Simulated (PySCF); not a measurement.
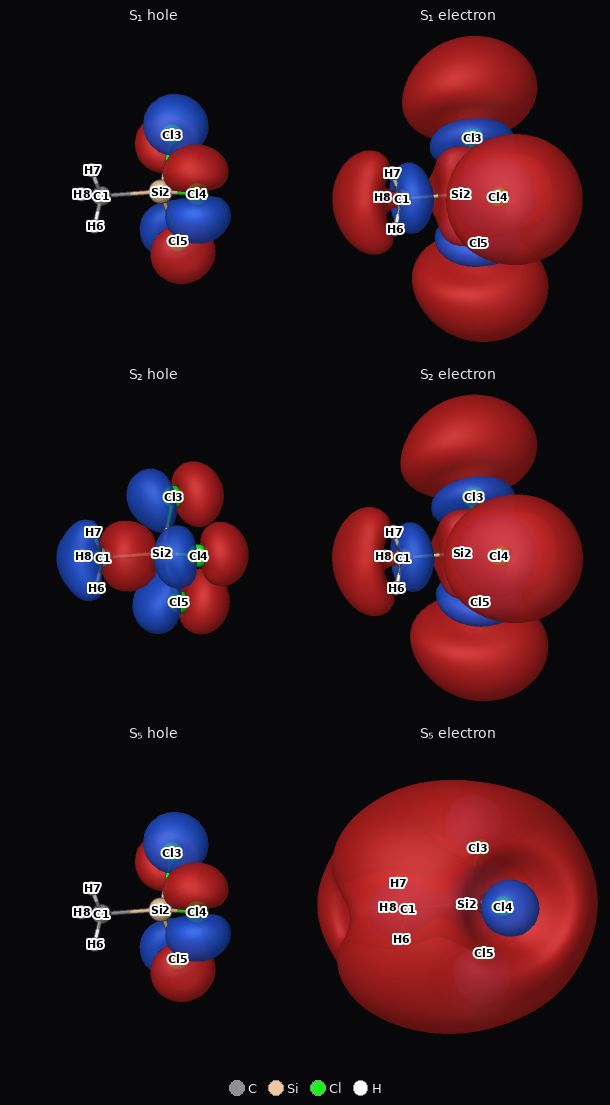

*CH$_{3}$Cl$_{3}$Si, SMILES `C[Si](Cl)(Cl)Cl`. Leading natural transition orbitals (full linear response singlet states).*

Method: B3LYP/def2-SVPD; geometry: GFN2-xTB; program: PySCF. No frequency check shows the geometry to be a minimum. GFN2-xTB bond lengths at metals and heavier atoms can be off by up to 0.1 Å and shapes distorted, which carries into these values.

**Describe these excited states.**

By state:
- S₁: 7.55 eV (164 nm), f = 0.000 (dark), partly diffuse acceptor orbital; the leading pair carries 99 %; hole on Cl3, Cl4 and Cl5 (32 % each), electron on Si2 (25 %) and Cl3, Cl4 and Cl5 (23 % each) (atom shares of so diffuse an orbital are rough); their centroids lie 0.2 Å apart.
- S₂: 7.76 eV (160 nm), f = 0.090, partly diffuse acceptor orbital; the leading pair carries 99 %; hole on C1 (22 %), Cl3, Cl4 and Cl5 (19 % each) and Si2 (12 %), electron on Si2 (26 %) and Cl3, Cl4 and Cl5 (23 % each) (atom shares of so diffuse an orbital are rough); their centroids lie 0.7 Å apart.
- S₅: 8.38 eV (148 nm), f = 0.000 (dark), diffuse (Rydberg-like) orbital; the leading pair carries 99 %; hole on Cl3, Cl4 and Cl5 (32 % each), electron on Si2 (18 %), Cl3, Cl4 and Cl5 (17 % each) and H6, H7 and H8 (8 % each) (atom shares of so diffuse an orbital are rough); their centroids lie 1.0 Å apart; S₆ lies within 0.1 eV of it.

Cost of the run: 3.8 min on 1 thread of AMD EPYC 9R45 96-Core Processor (Zen 5), on a shared host, peak memory 0.92 GiB.
